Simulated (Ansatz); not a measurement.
Molecular dynamics of TiPH3Cl4 (part 1 of 5)

System: TiPH3Cl4.
Method: RHF/def2-SVP (Ansatz 0.2.0).

It belongs to a series of runs on one base structure; here: dynamics from the highest image of the converged band.

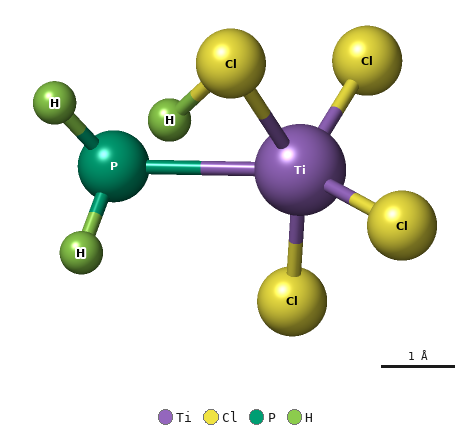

The structure as given in the input (ball-and-stick view, seen at a tilt). Sticks mark near contacts. Bond lengths as drawn: Cl–H 1.51 Å, Cl–Ti 2.16 to 2.51 Å, H–P 1.41 Å and P–Ti 2.68 Å.

## Summary

- outcome: finished
- mean temperature over the second half: 2014 K
- trajectory: 200 steps, 100 fs
- ensemble: nve
- temperature in the input: 300.0 K
- time step: 0.5 fs
- potential energy (last step): −82403.2108 eV
- mean-field energy (last step): −82403.2108 eV
- largest force (length of the vector) (last step): 3.286 eV/Å
- hardware: 4 threads of Arm Neoverse V2, 24 GiB of memory available, shared host
- wall time: 6.9 min (CPU time 25 min)
- peak memory: 0.41 GiB

## Notes

So short a trajectory is not equilibrated.

## Input
```yaml
crystal:
  periodic: [false, false, false]
  atoms:
    - { symbol: Ti, position_ang: [-0.297586, -0.192796, -0.056358] }
    - { symbol: Cl, position_ang: [-0.228904, -1.529274, 2.071019] }
    - { symbol: Cl, position_ang: [1.282308, 1.222883, 0.366015] }
    - { symbol: Cl, position_ang: [-1.435256, 0.652177, -1.748002] }
    - { symbol: Cl, position_ang: [0.48228, -1.966014, -1.09711] }
    - { symbol: P, position_ang: [-2.432317, 0.791999, 1.229718] }
    - { symbol: H, position_ang: [-3.455481, 0.01757, 0.649265] }
    - { symbol: H, position_ang: [-2.603757, 0.336658, 2.556881] }
    - { symbol: H, position_ang: [-1.39479, -0.645303, 1.677971] }
basis:
  gaussian: { orbitals: def2-SVP }
hamiltonian:
  xc: hf
md:
  timestep: 0.5
  n_steps: 200
  ensemble: nve
  temperature: 300.0
  initial_velocities: maxwell_boltzmann
  seed: 8764
```

Command:
```bash
ansatz run input.yaml --threads 4 --pin off --max-ram 5120MiB --backend cpu --events-out ev --progress --plain --runs-dir out
```

## The program's output
```
Engine: ansatz 0.2.0, aarch64-unknown-linux-gnu
Functional definition: HF
  exchange = exact_x
  correlation = 0
1430 factors; integrals over basis functions are off by at most 3.1e-4 eV
mean field evaluation 1: about -82393.5143 eV, gradient 4.6e1 eV
mean field evaluation 2: about -82393.6629 eV, gradient 4.6e1 eV
mean field evaluation 4: about -82401.1867 eV, gradient 1.4e1 eV
mean field evaluation 8: about -82401.7938 eV, gradient 4.4e-1 eV
mean field evaluation 16: about -82391.4716 eV, gradient 2.0e1 eV
mean field -82401.79658297 eV, -3028.2101704805 hartree, gradient 5.1e-5 eV, S^2 0.000000; 1 other end points of the search recorded, 0 dependent functions left out
the calculation of the forces begins
reference -82401.79658297 eV, -3028.2101704805 hartree; 54, 54 occupied and 82, 82 virtual orbitals, 1430 factors
md step     0: t =     0.00 fs  T =   300.0 K  F+E_penalty+E_count = -82401.79658297 eV  E_kin = 0.271446 eV  conserved = -82401.52513698 eV  (60 SCF iters)
these checks for a lower state are left out or cut short: starts, cluster_reference, orbital_swaps, neighbouring_geometries, increment
1430 factors; integrals over basis functions are off by at most 3.2e-4 eV
mean field -82401.79150772 eV, -3028.2099839683 hartree, gradient 1.2e-5 eV, S^2 0.000000; 0 other end points of the search recorded, 0 dependent functions left out
the calculation of the forces begins
reference -82401.79150772 eV, -3028.2099839683 hartree; 54, 54 occupied and 82, 82 virtual orbitals, 1430 factors
md step     1: t =     0.50 fs  T =   294.4 K  F+E_penalty+E_count = -82401.79150772 eV  E_kin = 0.266377 eV  conserved = -82401.52513075 eV  (47 SCF iters)
[... from here on the SCF iterations and repeated set-up lines of each step are left out, up to the last step ...]
md step     2: t =     1.00 fs  T =   278.5 K  F+E_penalty+E_count = -82401.77695019 eV  E_kin = 0.251991 eV  conserved = -82401.52495909 eV  (47 SCF iters)
md step     3: t =     1.50 fs  T =   255.6 K  F+E_penalty+E_count = -82401.75588346 eV  E_kin = 0.231243 eV  conserved = -82401.52464039 eV  (47 SCF iters)
md step     4: t =     2.00 fs  T =   231.2 K  F+E_penalty+E_count = -82401.73348687 eV  E_kin = 0.209228 eV  conserved = -82401.52425856 eV  (47 SCF iters)
md step     5: t =     2.50 fs  T =   212.0 K  F+E_penalty+E_count = -82401.71580906 eV  E_kin = 0.191864 eV  conserved = -82401.52394494 eV  (47 SCF iters)
md step     6: t =     3.00 fs  T =   203.3 K  F+E_penalty+E_count = -82401.70775111 eV  E_kin = 0.183928 eV  conserved = -82401.52382330 eV  (46 SCF iters)
md step     7: t =     3.50 fs  T =   207.0 K  F+E_penalty+E_count = -82401.71120450 eV  E_kin = 0.187261 eV  conserved = -82401.52394340 eV  (46 SCF iters)
md step     8: t =     4.00 fs  T =   221.1 K  F+E_penalty+E_count = -82401.72430433 eV  E_kin = 0.200051 eV  conserved = -82401.52425316 eV  (47 SCF iters)
md step     9: t =     4.50 fs  T =   240.5 K  F+E_penalty+E_count = -82401.74220982 eV  E_kin = 0.217582 eV  conserved = -82401.52462828 eV  (47 SCF iters)
md step    10: t =     5.00 fs  T =   258.7 K  F+E_penalty+E_count = -82401.75897274 eV  E_kin = 0.234034 eV  conserved = -82401.52493914 eV  (47 SCF iters)
md step    11: t =     5.50 fs  T =   270.1 K  F+E_penalty+E_count = -82401.76952927 eV  E_kin = 0.244425 eV  conserved = -82401.52510439 eV  (47 SCF iters)
md step    12: t =     6.00 fs  T =   271.8 K  F+E_penalty+E_count = -82401.77100052 eV  E_kin = 0.245893 eV  conserved = -82401.52510724 eV  (46 SCF iters)
md step    13: t =     6.50 fs  T =   263.1 K  F+E_penalty+E_count = -82401.76302654 eV  E_kin = 0.238047 eV  conserved = -82401.52497923 eV  (46 SCF iters)
md step    14: t =     7.00 fs  T =   246.0 K  F+E_penalty+E_count = -82401.74734340 eV  E_kin = 0.222570 eV  conserved = -82401.52477317 eV  (47 SCF iters)
md step    15: t =     7.50 fs  T =   223.8 K  F+E_penalty+E_count = -82401.72699679 eV  E_kin = 0.202455 eV  conserved = -82401.52454138 eV  (47 SCF iters)
md step    16: t =     8.00 fs  T =   200.3 K  F+E_penalty+E_count = -82401.70552506 eV  E_kin = 0.181200 eV  conserved = -82401.52432551 eV  (47 SCF iters)
md step    17: t =     8.50 fs  T =   179.2 K  F+E_penalty+E_count = -82401.68628902 eV  E_kin = 0.162135 eV  conserved = -82401.52415357 eV  (46 SCF iters)
md step    18: t =     9.00 fs  T =   163.5 K  F+E_penalty+E_count = -82401.67200085 eV  E_kin = 0.147959 eV  conserved = -82401.52404213 eV  (47 SCF iters)
md step    19: t =     9.50 fs  T =   155.2 K  F+E_penalty+E_count = -82401.66443152 eV  E_kin = 0.140432 eV  conserved = -82401.52399995 eV  (46 SCF iters)
md step    20: t =    10.00 fs  T =   155.0 K  F+E_penalty+E_count = -82401.66425356 eV  E_kin = 0.140224 eV  conserved = -82401.52403000 eV  (47 SCF iters)
md step    21: t =    10.50 fs  T =   162.3 K  F+E_penalty+E_count = -82401.67098688 eV  E_kin = 0.146856 eV  conserved = -82401.52413042 eV  (47 SCF iters)
md step    22: t =    11.00 fs  T =   175.4 K  F+E_penalty+E_count = -82401.68303421 eV  E_kin = 0.158741 eV  conserved = -82401.52429350 eV  (47 SCF iters)
md step    23: t =    11.50 fs  T =   191.5 K  F+E_penalty+E_count = -82401.69781897 eV  E_kin = 0.173315 eV  conserved = -82401.52450407 eV  (47 SCF iters)
md step    24: t =    12.00 fs  T =   207.0 K  F+E_penalty+E_count = -82401.71205620 eV  E_kin = 0.187321 eV  conserved = -82401.52473532 eV  (47 SCF iters)
md step    25: t =    12.50 fs  T =   218.0 K  F+E_penalty+E_count = -82401.72220285 eV  E_kin = 0.197256 eV  conserved = -82401.52494712 eV  (89 SCF iters)
md step    26: t =    13.00 fs  T =   221.1 K  F+E_penalty+E_count = -82401.72510978 eV  E_kin = 0.200022 eV  conserved = -82401.52508748 eV  (47 SCF iters)
md step    27: t =    13.50 fs  T =   214.1 K  F+E_penalty+E_count = -82401.71883590 eV  E_kin = 0.193734 eV  conserved = -82401.52510206 eV  (47 SCF iters)
md step    28: t =    14.00 fs  T =   197.3 K  F+E_penalty+E_count = -82401.70346067 eV  E_kin = 0.178505 eV  conserved = -82401.52495532 eV  (48 SCF iters)
md step    29: t =    14.50 fs  T =   173.4 K  F+E_penalty+E_count = -82401.68157474 eV  E_kin = 0.156918 eV  conserved = -82401.52465691 eV  (47 SCF iters)
md step    30: t =    15.00 fs  T =   147.8 K  F+E_penalty+E_count = -82401.65805512 eV  E_kin = 0.133774 eV  conserved = -82401.52428073 eV  (48 SCF iters)
md step    31: t =    15.50 fs  T =   127.0 K  F+E_penalty+E_count = -82401.63887849 eV  E_kin = 0.114926 eV  conserved = -82401.52395208 eV  (47 SCF iters)
md step    32: t =    16.00 fs  T =   116.5 K  F+E_penalty+E_count = -82401.62918768 eV  E_kin = 0.105389 eV  conserved = -82401.52379854 eV  (48 SCF iters)
md step    33: t =    16.50 fs  T =   118.8 K  F+E_penalty+E_count = -82401.63136987 eV  E_kin = 0.107487 eV  conserved = -82401.52388289 eV  (47 SCF iters)
md step    34: t =    17.00 fs  T =   132.6 K  F+E_penalty+E_count = -82401.64411718 eV  E_kin = 0.119950 eV  conserved = -82401.52416742 eV  (47 SCF iters)
md step    35: t =    17.50 fs  T =   153.0 K  F+E_penalty+E_count = -82401.66298905 eV  E_kin = 0.138453 eV  conserved = -82401.52453592 eV  (47 SCF iters)
md step    36: t =    18.00 fs  T =   173.8 K  F+E_penalty+E_count = -82401.68215768 eV  E_kin = 0.157301 eV  conserved = -82401.52485690 eV  (47 SCF iters)
md step    37: t =    18.50 fs  T =   189.4 K  F+E_penalty+E_count = -82401.69642233 eV  E_kin = 0.171382 eV  conserved = -82401.52504064 eV  (47 SCF iters)
md step    38: t =    19.00 fs  T =   196.2 K  F+E_penalty+E_count = -82401.70263146 eV  E_kin = 0.177570 eV  conserved = -82401.52506113 eV  (46 SCF iters)
md step    39: t =    19.50 fs  T =   193.6 K  F+E_penalty+E_count = -82401.70015589 eV  E_kin = 0.175213 eV  conserved = -82401.52494327 eV  (46 SCF iters)
md step    40: t =    20.00 fs  T =   183.3 K  F+E_penalty+E_count = -82401.69056727 eV  E_kin = 0.165830 eV  conserved = -82401.52473743 eV  (47 SCF iters)
md step    41: t =    20.50 fs  T =   168.4 K  F+E_penalty+E_count = -82401.67689911 eV  E_kin = 0.152403 eV  conserved = -82401.52449577 eV  (47 SCF iters)
md step    42: t =    21.00 fs  T =   153.2 K  F+E_penalty+E_count = -82401.66283945 eV  E_kin = 0.138579 eV  conserved = -82401.52426027 eV  (47 SCF iters)
md step    43: t =    21.50 fs  T =   141.5 K  F+E_penalty+E_count = -82401.65205421 eV  E_kin = 0.127994 eV  conserved = -82401.52406025 eV  (47 SCF iters)
md step    44: t =    22.00 fs  T =   136.8 K  F+E_penalty+E_count = -82401.64770321 eV  E_kin = 0.123791 eV  conserved = -82401.52391269 eV  (47 SCF iters)
md step    45: t =    22.50 fs  T =   141.8 K  F+E_penalty+E_count = -82401.65213917 eV  E_kin = 0.128312 eV  conserved = -82401.52382722 eV  (47 SCF iters)
md step    46: t =    23.00 fs  T =   158.0 K  F+E_penalty+E_count = -82401.66674048 eV  E_kin = 0.142933 eV  conserved = -82401.52380748 eV  (46 SCF iters)
md step    47: t =    23.50 fs  T =   185.7 K  F+E_penalty+E_count = -82401.69184312 eV  E_kin = 0.167989 eV  conserved = -82401.52385404 eV  (46 SCF iters)
md step    48: t =    24.00 fs  T =   224.1 K  F+E_penalty+E_count = -82401.72674388 eV  E_kin = 0.202779 eV  conserved = -82401.52396502 eV  (46 SCF iters)
md step    49: t =    24.50 fs  T =   271.5 K  F+E_penalty+E_count = -82401.76976749 eV  E_kin = 0.245635 eV  conserved = -82401.52413295 eV  (46 SCF iters)
md step    50: t =    25.00 fs  T =   325.0 K  F+E_penalty+E_count = -82401.81841733 eV  E_kin = 0.294071 eV  conserved = -82401.52434622 eV  (45 SCF iters)
md step    51: t =    25.50 fs  T =   381.3 K  F+E_penalty+E_count = -82401.86961763 eV  E_kin = 0.345032 eV  conserved = -82401.52458603 eV  (46 SCF iters)
md step    52: t =    26.00 fs  T =   436.8 K  F+E_penalty+E_count = -82401.92006367 eV  E_kin = 0.395235 eV  conserved = -82401.52482844 eV  (47 SCF iters)
md step    53: t =    26.50 fs  T =   488.1 K  F+E_penalty+E_count = -82401.96664710 eV  E_kin = 0.441598 eV  conserved = -82401.52504934 eV  (43 SCF iters)
md step    54: t =    27.00 fs  T =   532.3 K  F+E_penalty+E_count = -82402.00686377 eV  E_kin = 0.481631 eV  conserved = -82401.52523272 eV  (44 SCF iters)
md step    55: t =    27.50 fs  T =   567.7 K  F+E_penalty+E_count = -82402.03905668 eV  E_kin = 0.513677 eV  conserved = -82401.52537942 eV  (44 SCF iters)
md step    56: t =    28.00 fs  T =   593.4 K  F+E_penalty+E_count = -82402.06237898 eV  E_kin = 0.536877 eV  conserved = -82401.52550198 eV  (44 SCF iters)
md step    57: t =    28.50 fs  T =   608.9 K  F+E_penalty+E_count = -82402.07657702 eV  E_kin = 0.550985 eV  conserved = -82401.52559227 eV  (44 SCF iters)
md step    58: t =    29.00 fs  T =   615.0 K  F+E_penalty+E_count = -82402.08204444 eV  E_kin = 0.556459 eV  conserved = -82401.52558569 eV  (44 SCF iters)
md step    59: t =    29.50 fs  T =   613.7 K  F+E_penalty+E_count = -82402.08065672 eV  E_kin = 0.555288 eV  conserved = -82401.52536844 eV  (44 SCF iters)
md step    60: t =    30.00 fs  T =   610.4 K  F+E_penalty+E_count = -82402.07720382 eV  E_kin = 0.552320 eV  conserved = -82401.52488391 eV  (45 SCF iters)
md step    61: t =    30.50 fs  T =   614.1 K  F+E_penalty+E_count = -82402.07989750 eV  E_kin = 0.555616 eV  conserved = -82401.52428152 eV  (44 SCF iters)
md step    62: t =    31.00 fs  T =   634.4 K  F+E_penalty+E_count = -82402.09796550 eV  E_kin = 0.574037 eV  conserved = -82401.52392847 eV  (45 SCF iters)
md step    63: t =    31.50 fs  T =   676.6 K  F+E_penalty+E_count = -82402.13637530 eV  E_kin = 0.612214 eV  conserved = -82401.52416092 eV  (45 SCF iters)
md step    64: t =    32.00 fs  T =   736.3 K  F+E_penalty+E_count = -82402.19121342 eV  E_kin = 0.666246 eV  conserved = -82401.52496771 eV  (71 SCF iters)
md step    65: t =    32.50 fs  T =   800.2 K  F+E_penalty+E_count = -82402.25002691 eV  E_kin = 0.724073 eV  conserved = -82401.52595385 eV  (44 SCF iters)
md step    66: t =    33.00 fs  T =   852.0 K  F+E_penalty+E_count = -82402.29757949 eV  E_kin = 0.770943 eV  conserved = -82401.52663641 eV  (44 SCF iters)
md step    67: t =    33.50 fs  T =   879.9 K  F+E_penalty+E_count = -82402.32294184 eV  E_kin = 0.796184 eV  conserved = -82401.52675739 eV  (44 SCF iters)
md step    68: t =    34.00 fs  T =   881.0 K  F+E_penalty+E_count = -82402.32347098 eV  E_kin = 0.797111 eV  conserved = -82401.52636029 eV  (44 SCF iters)
md step    69: t =    34.50 fs  T =   860.7 K  F+E_penalty+E_count = -82402.30442790 eV  E_kin = 0.778763 eV  conserved = -82401.52566443 eV  (44 SCF iters)
md step    70: t =    35.00 fs  T =   829.9 K  F+E_penalty+E_count = -82402.27586046 eV  E_kin = 0.750947 eV  conserved = -82401.52491312 eV  (44 SCF iters)
md step    71: t =    35.50 fs  T =   800.9 K  F+E_penalty+E_count = -82402.24898413 eV  E_kin = 0.724678 eV  conserved = -82401.52430617 eV  (44 SCF iters)
md step    72: t =    36.00 fs  T =   784.0 K  F+E_penalty+E_count = -82402.23330877 eV  E_kin = 0.709411 eV  conserved = -82401.52389733 eV  (45 SCF iters)
md step    73: t =    36.50 fs  T =   786.3 K  F+E_penalty+E_count = -82402.23521101 eV  E_kin = 0.711482 eV  conserved = -82401.52372922 eV  (45 SCF iters)
md step    74: t =    37.00 fs  T =   810.8 K  F+E_penalty+E_count = -82402.25737128 eV  E_kin = 0.733613 eV  conserved = -82401.52375808 eV  (44 SCF iters)
md step    75: t =    37.50 fs  T =   856.7 K  F+E_penalty+E_count = -82402.29916363 eV  E_kin = 0.775193 eV  conserved = -82401.52397086 eV  (43 SCF iters)
md step    76: t =    38.00 fs  T =   920.6 K  F+E_penalty+E_count = -82402.35729220 eV  E_kin = 0.833011 eV  conserved = -82401.52428123 eV  (44 SCF iters)
md step    77: t =    38.50 fs  T =   997.2 K  F+E_penalty+E_count = -82402.42687573 eV  E_kin = 0.902258 eV  conserved = -82401.52461810 eV  (43 SCF iters)
md step    78: t =    39.00 fs  T =  1080.5 K  F+E_penalty+E_count = -82402.50254125 eV  E_kin = 0.977632 eV  conserved = -82401.52490920 eV  (43 SCF iters)
md step    79: t =    39.50 fs  T =  1165.4 K  F+E_penalty+E_count = -82402.57953448 eV  E_kin = 1.054440 eV  conserved = -82401.52509465 eV  (44 SCF iters)
md step    80: t =    40.00 fs  T =  1248.3 K  F+E_penalty+E_count = -82402.65465579 eV  E_kin = 1.129490 eV  conserved = -82401.52516532 eV  (44 SCF iters)
md step    81: t =    40.50 fs  T =  1327.9 K  F+E_penalty+E_count = -82402.72662208 eV  E_kin = 1.201520 eV  conserved = -82401.52510159 eV  (44 SCF iters)
md step    82: t =    41.00 fs  T =  1404.6 K  F+E_penalty+E_count = -82402.79587184 eV  E_kin = 1.270871 eV  conserved = -82401.52500099 eV  (43 SCF iters)
md step    83: t =    41.50 fs  T =  1479.2 K  F+E_penalty+E_count = -82402.86335430 eV  E_kin = 1.338384 eV  conserved = -82401.52497031 eV  (43 SCF iters)
md step    84: t =    42.00 fs  T =  1551.6 K  F+E_penalty+E_count = -82402.92903988 eV  E_kin = 1.403959 eV  conserved = -82401.52508113 eV  (44 SCF iters)
md step    85: t =    42.50 fs  T =  1619.8 K  F+E_penalty+E_count = -82402.99093865 eV  E_kin = 1.465626 eV  conserved = -82401.52531255 eV  (44 SCF iters)
md step    86: t =    43.00 fs  T =  1679.8 K  F+E_penalty+E_count = -82403.04546153 eV  E_kin = 1.519913 eV  conserved = -82401.52554824 eV  (44 SCF iters)
md step    87: t =    43.50 fs  T =  1728.0 K  F+E_penalty+E_count = -82403.08913382 eV  E_kin = 1.563488 eV  conserved = -82401.52564559 eV  (43 SCF iters)
md step    88: t =    44.00 fs  T =  1762.9 K  F+E_penalty+E_count = -82403.12063399 eV  E_kin = 1.595095 eV  conserved = -82401.52553856 eV  (44 SCF iters)
md step    89: t =    44.50 fs  T =  1786.5 K  F+E_penalty+E_count = -82403.14172179 eV  E_kin = 1.616432 eV  conserved = -82401.52529006 eV  (44 SCF iters)
md step    90: t =    45.00 fs  T =  1802.9 K  F+E_penalty+E_count = -82403.15632350 eV  E_kin = 1.631273 eV  conserved = -82401.52505056 eV  (44 SCF iters)
md step    91: t =    45.50 fs  T =  1816.3 K  F+E_penalty+E_count = -82403.16836103 eV  E_kin = 1.643408 eV  conserved = -82401.52495322 eV  (44 SCF iters)
md step    92: t =    46.00 fs  T =  1828.9 K  F+E_penalty+E_count = -82403.17981177 eV  E_kin = 1.654785 eV  conserved = -82401.52502698 eV  (44 SCF iters)
md step    93: t =    46.50 fs  T =  1840.2 K  F+E_penalty+E_count = -82403.19023502 eV  E_kin = 1.665042 eV  conserved = -82401.52519307 eV  (43 SCF iters)
md step    94: t =    47.00 fs  T =  1848.5 K  F+E_penalty+E_count = -82403.19785092 eV  E_kin = 1.672521 eV  conserved = -82401.52532997 eV  (43 SCF iters)
md step    95: t =    47.50 fs  T =  1852.2 K  F+E_penalty+E_count = -82403.20125209 eV  E_kin = 1.675901 eV  conserved = -82401.52535144 eV  (43 SCF iters)
md step    96: t =    48.00 fs  T =  1851.7 K  F+E_penalty+E_count = -82403.20066189 eV  E_kin = 1.675423 eV  conserved = -82401.52523934 eV  (44 SCF iters)
md step    97: t =    48.50 fs  T =  1849.2 K  F+E_penalty+E_count = -82403.19823044 eV  E_kin = 1.673200 eV  conserved = -82401.52503064 eV  (69 SCF iters)
md step    98: t =    49.00 fs  T =  1848.7 K  F+E_penalty+E_count = -82403.19750441 eV  E_kin = 1.672717 eV  conserved = -82401.52478699 eV  (43 SCF iters)
md step    99: t =    49.50 fs  T =  1854.4 K  F+E_penalty+E_count = -82403.20250360 eV  E_kin = 1.677936 eV  conserved = -82401.52456781 eV  (44 SCF iters)
md step   100: t =    50.00 fs  T =  1870.4 K  F+E_penalty+E_count = -82403.21680346 eV  E_kin = 1.692386 eV  conserved = -82401.52441775 eV  (43 SCF iters)
md step   101: t =    50.50 fs  T =  1899.2 K  F+E_penalty+E_count = -82403.24283863 eV  E_kin = 1.718479 eV  conserved = -82401.52436006 eV  (44 SCF iters)
md step   102: t =    51.00 fs  T =  1941.9 K  F+E_penalty+E_count = -82403.28150303 eV  E_kin = 1.757103 eV  conserved = -82401.52440029 eV  (32 SCF iters)
md step   103: t =    51.50 fs  T =  1997.6 K  F+E_penalty+E_count = -82403.33202851 eV  E_kin = 1.807497 eV  conserved = -82401.52453200 eV  (32 SCF iters)
md step   104: t =    52.00 fs  T =  2063.8 K  F+E_penalty+E_count = -82403.39209605 eV  E_kin = 1.867365 eV  conserved = -82401.52473099 eV  (32 SCF iters)
md step   105: t =    52.50 fs  T =  2136.6 K  F+E_penalty+E_count = -82403.45817534 eV  E_kin = 1.933210 eV  conserved = -82401.52496533 eV  (32 SCF iters)
md step   106: t =    53.00 fs  T =  2211.3 K  F+E_penalty+E_count = -82403.52602719 eV  E_kin = 2.000832 eV  conserved = -82401.52519543 eV  (32 SCF iters)
md step   107: t =    53.50 fs  T =  2283.3 K  F+E_penalty+E_count = -82403.59131604 eV  E_kin = 2.065932 eV  conserved = -82401.52538414 eV  (32 SCF iters)
md step   108: t =    54.00 fs  T =  2348.2 K  F+E_penalty+E_count = -82403.65019796 eV  E_kin = 2.124688 eV  conserved = -82401.52550971 eV  (32 SCF iters)
md step   109: t =    54.50 fs  T =  2402.8 K  F+E_penalty+E_count = -82403.69971311 eV  E_kin = 2.174140 eV  conserved = -82401.52557294 eV  (32 SCF iters)
```
